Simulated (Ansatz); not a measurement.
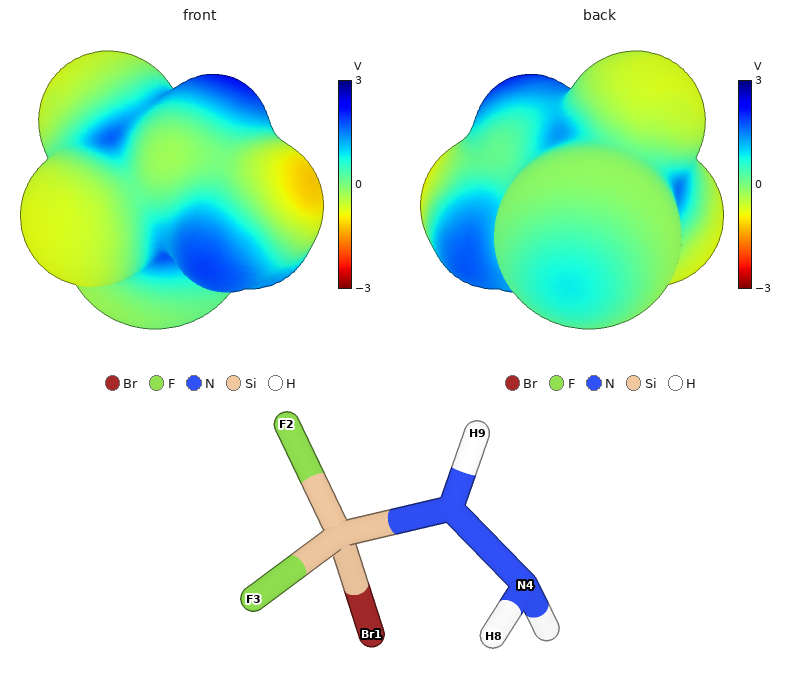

Figure 1: BrF2H3N2Si (SMILES NN[Si](F)(F)Br). The electrostatic potential painted on the density surface at 0.002 e/bohr³, seen from the front and from behind; the colour scale runs from red (negative) to blue (positive). The bare structure is drawn below in the same view.

Geometry: PBE-D3(BJ)/def2-SVP.

Level of theory: isolated molecule in a Gaussian basis; Kohn-Sham density functional theory, functional PBE0 in Ansatz.

```xyz
9

Br    0.3561    1.6556   -1.3145
F     2.7386    1.0286    0.7026
F     0.3360    0.2900    1.4377
N     0.8016   -1.9712   -1.1930
N     1.7190   -1.1860   -0.4603
Si    1.3601    0.3554    0.1787
H     0.3830   -1.4126   -1.9520
H     0.0374   -2.2784   -0.5765
H     2.6856   -1.5148   -0.5310
```

> Where is the surface potential most negative and most positive?

The most negative region (about −1.1 V) lies over N4, the most positive (about +2.1 V) over H9. Br1 shows a σ-hole: about +0.8 V at the tip opposite its bond, against about 0.0 V on its flanks. N4 is the likeliest acceptor of a hydrogen bond.
